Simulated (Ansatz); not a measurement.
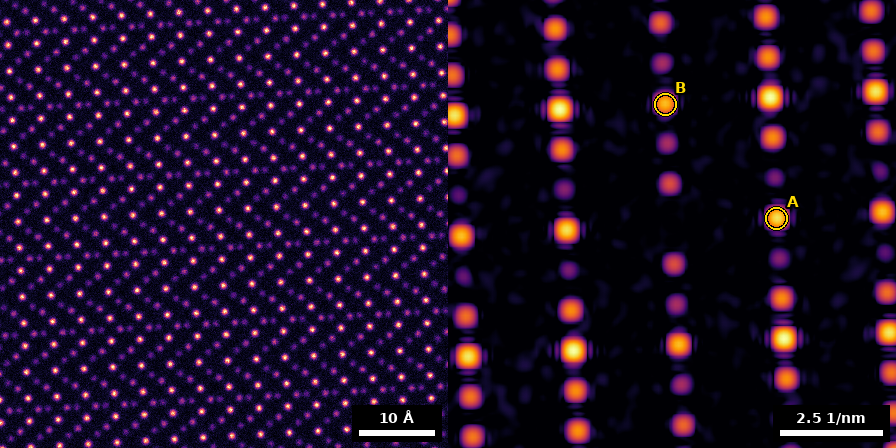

Dark-field STEM-like image of AgGeAu (P-6m2, No. 187) along [100]. Simulated incoherent Z contrast: every atom adds Z^1.7 spread by a probe of 0.61 Å full width; channelling and multiple scattering are left out. The probe carries 15 % of its weight in a tail 2.5 times as wide. The display is stretched by a gamma of 0.8; percentages refer to the linear signal. Shot noise was added. Model: the geometry relaxed with Ansatz 0.2.0, DFT, PAW plane waves, pbe; the starting structure was generated, so it need not be a known form of this composition.

The right panel is the modulus of the image's Fourier transform on a logarithmic scale.

a = 4.448 Å, b = 4.448 Å, c = 10.093 Å, α = 90.00°, β = 90.00°, γ = 120.00°

> Index the marked spots and give their plane spacings (the zone axis points at the viewer; indices equivalent by symmetry, or all signs reversed, are as good).

A: (0 -1 0), d = 3.85 Å; B: (0 0 -3), d = 3.36 Å. A and B enclose 90°, and every spot obeys the zone law hu + kv + lw = 0 for [100].
